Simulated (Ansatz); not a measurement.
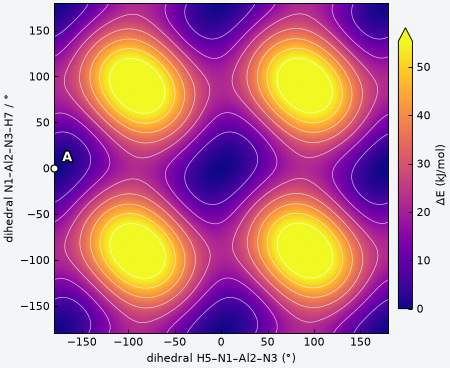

AlClH₄N₂, SMILES [NH2][Al]([NH2])[Cl]. The first coordinate is: dihedral H5–N1–Al2–N3; the second: dihedral N1–Al2–N3–H7. Nothing is relaxed (all other coordinates rigid). The grid has 18 × 18 points; 98 points were computed and 226 follow by symmetry. Energies are in kJ/mol, from the lowest grid point. Theory: RKS CAM-B3LYP-D4/def2-SVP in Ansatz.

In the figure: a smooth colour map with a few white contour lines, one colour for all values above the top of the scale, the point A. Between grid points the surface is interpolated.

> What is the easiest way out of the well at A, and how high is the barrier?

The easiest path leads from the well at dihedral H5–N1–Al2–N3 = −180°, dihedral N1–Al2–N3–H7 = 0° to a well of about the same depth at dihedral H5–N1–Al2–N3 = −180°, dihedral N1–Al2–N3–H7 = −180°. Its highest point lies about 22 kJ/mol above the bottom of the first well on the interpolated surface, at about dihedral H5–N1–Al2–N3 = −180°, dihedral N1–Al2–N3–H7 = −90°. The start is the relaxed structure and all else is held, so a fully relaxed path at this level can only be lower.

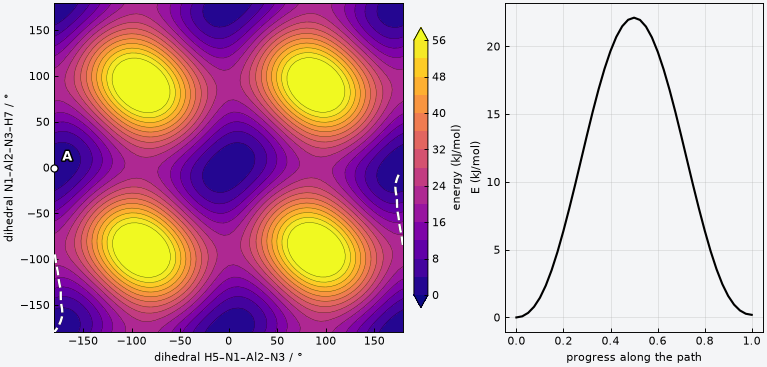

Drawn: filled contours, a line along the lowest path, one colour for all values above the top of the scale, the energy along the path at the right. Between grid points the surface is interpolated.
